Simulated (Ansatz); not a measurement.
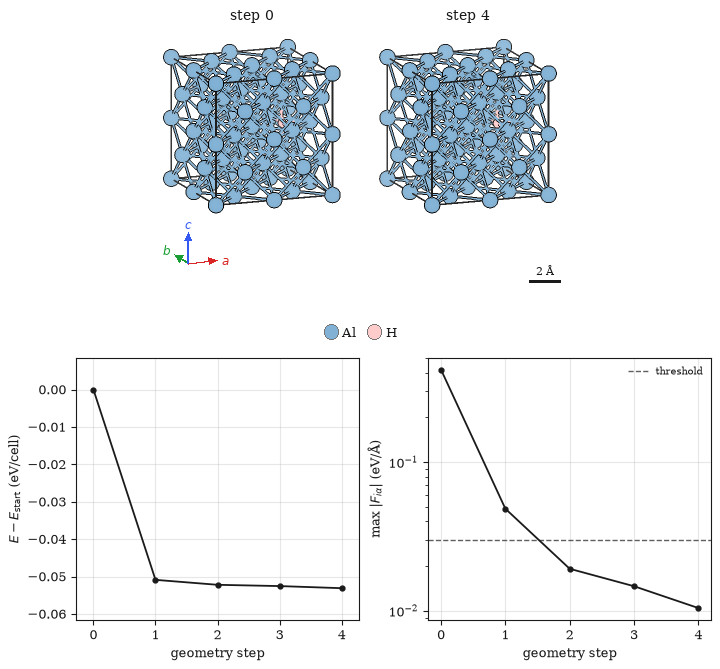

First and last geometry of a relaxation of a defect cell of composition Al32H, with the history of the run. A ball-and-stick model of the cell of the calculation, seen slightly off an axis.

It is an interstitial H in fcc Al. The run prepares an end point of a later path (interstitial hop) calculation, from a guessed geometry. The atoms of the start lie slightly off their symmetric places, so part of the fall in energy undoes that.

Method: Ansatz 0.2.0, DFT PBE-D3(BJ), scalar-relativistic, plane waves, PAW. (plane-wave cutoff 420 eV; k-point mesh 3 × 3 × 3; occupations fermi dirac; smearing width 0.15 eV; no spin polarisation; atoms relaxed in a fixed cell; force threshold 0.03 eV/Å; at most 60 steps)

Did the run converge, and what did it change?

It converged. The atom that moves furthest is the H atom (0.065 Å along [−3 1 −2]). By element the largest moves are H 0.065 Å, Al 0.050 Å. The lattice vectors keep their values. Among the contacts that change: Al–H 1.961 → 2.059 Å, Al–H 1.997 → 2.065 Å, Al–Al 2.864 → 2.927 Å, Al–Al 2.864 → 2.839 Å. After 4 geometry steps the energy has fallen by 53.1 meV per cell of the calculation. Largest force component: 0.42 eV/Å at the start, 0.01 eV/Å at the end. Cost: 25 s on 4 threads of AMD EPYC 9R45 96-Core Processor (Zen 5) (shared host), peak memory 1.5 GiB.

Limits of the set-up: the periodic images lie only 8.1 Å apart, so the values are limited by the cell's size.
